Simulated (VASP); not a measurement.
Band structure of TeO3 (space group C2/m). These are PBEsol GGA, VASP's PBE PAW potentials (set 64) (plane waves; VASP 6.6.1) values and carry that method's errors.

Unless said otherwise, spin-orbit coupling is left out, though it shifts the bands of the heavy elements here.

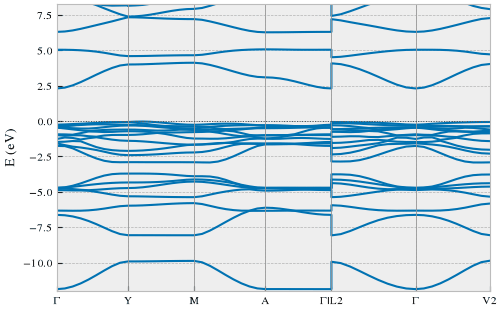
*Bands along high-symmetry lines, zero at the valence-band maximum or, without a gap, the Fermi level*

Problem. Read the plot: is there a gap, and where are the band edges?

Solution. The gap is indirect, 2.30 eV, from the valence maximum at (0.25, 0.25, 0.50) to the conduction minimum at Γ.

The structure comes from a computed database's TeO3 entry; how it stands against other phases isn't given here. The cell was not relaxed at this level.
